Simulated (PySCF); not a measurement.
Molecule: C6H7ClSi, SMILES Cl[SiH2]c1ccccc1. Atoms near the plane z = 0.0 Å, at the GFN2-xTB optimised geometry (x, y, z in Å): Cl1 (-0.4, -3.3, -0.3), Si2 (-1.6, -1.7, 0.0), C3 (-0.6, -0.1, 0.0), C4 (-1.2, 1.1, 0.0), C5 (-0.5, 2.3, 0.0), C6 (0.8, 2.3, 0.0), C7 (1.5, 1.1, 0.0), C8 (0.8, -0.1, 0.0), H9 (-2.6, -1.7, -1.1), H11 (-2.3, 1.2, 0.0), H12 (-1.1, 3.3, 0.0), H13 (1.4, 3.2, 0.0), H14 (2.6, 1.1, 0.0), H15 (1.3, -1.0, 0.0).

Calculation: PBE0/def2-TZVP run with PySCF. Cells within 0.4 Å of a nucleus heavier than hydrogen are left out (blank, or x). The values are rescaled to run from 0 to 1.

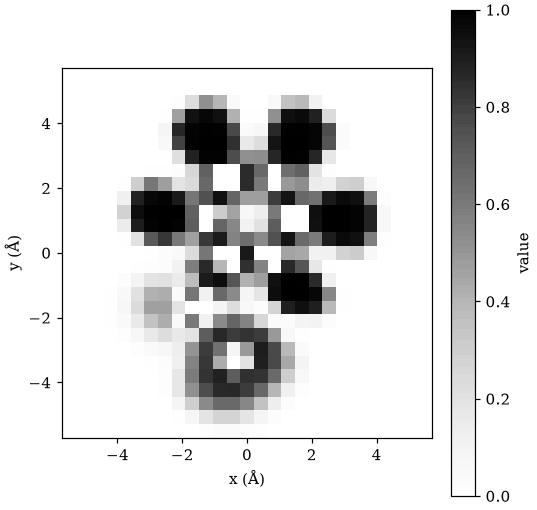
Figure. a field on the plane z = 0.0 Å.

Question: Which quantity is mapped?
A) log10 of the electron density
B) Laplacian of the electron density
C) electron localisation function
D) an orbital amplitude

Answer: C, electron localisation function
